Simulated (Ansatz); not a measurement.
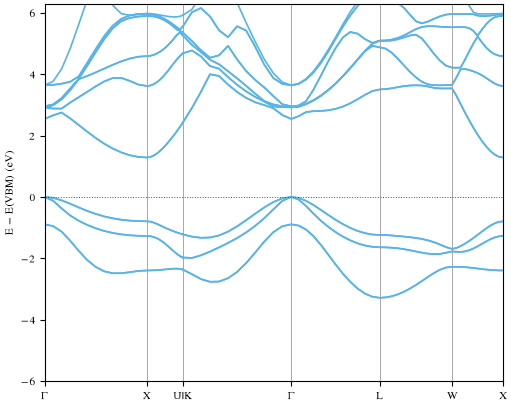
Figure: Band structure from plane-wave PAW PBEsol with spin–orbit coupling (Ansatz code)

Read off the gap and where the band edges lie.

About 1.3 eV (1.28 eV by a search for the band edges); maximum at Γ, minimum at X.

The material is SrTe (rock salt, space group No. 225).

Space group Fm-3m (rock salt). The cell was relaxed with PBEsol under the symmetry of its start.

Potentials: the later of the program's two PAW sets.
